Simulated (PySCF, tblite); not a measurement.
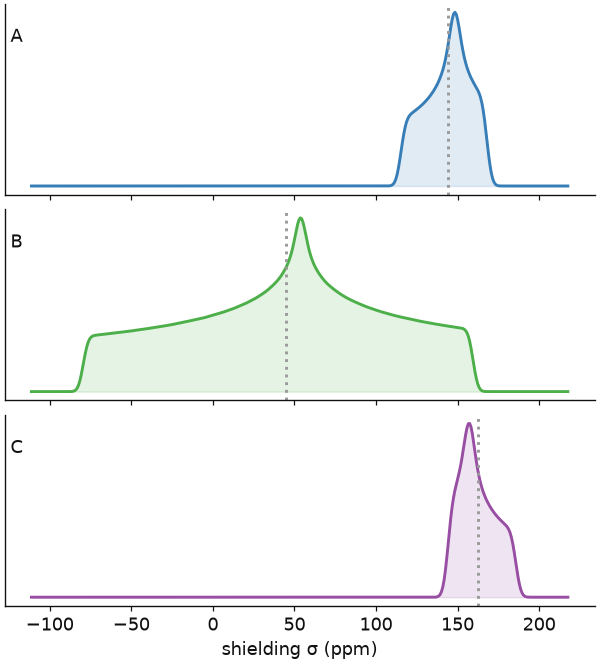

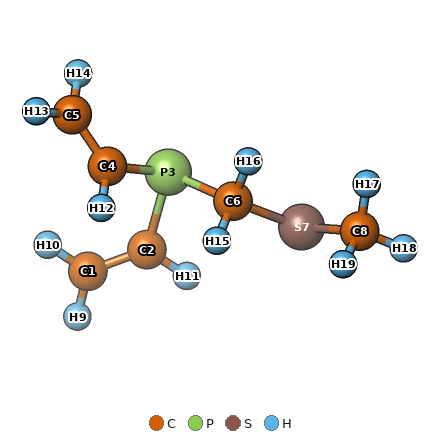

Static powder patterns (¹³C) from GIAO shielding tensors of C₆H₁₁PS, SMILES C=CP(C=C)CSC, PBE0/pcSseg-1 with PySCF 2.14.0, at a GFN2-xTB geometry (a minimum by its frequencies); absolute shielding, one fixed geometry of the isolated molecule without any motion, no dipolar terms. The dotted line is the isotropic value; skew is 3(σiso − σ22)/span.

### The panels belong to C5, C6 and C8. Which is which?

panel A: C6, σ11, σ22, σ33 = 115, 148, 168 ppm, isotropic 144, span 53 ppm, skew −0.25; panel B: C5, σ11, σ22, σ33 = −79, 54, 159 ppm, isotropic 45, span 239 ppm, skew −0.11; panel C: C8, σ11, σ22, σ33 = 144, 157, 186 ppm, isotropic 162, span 42 ppm, skew 0.37.

Known limits of this run: the tight-binding geometry is rougher than a DFT one and adds to the error; one conformer of a flexible molecule.
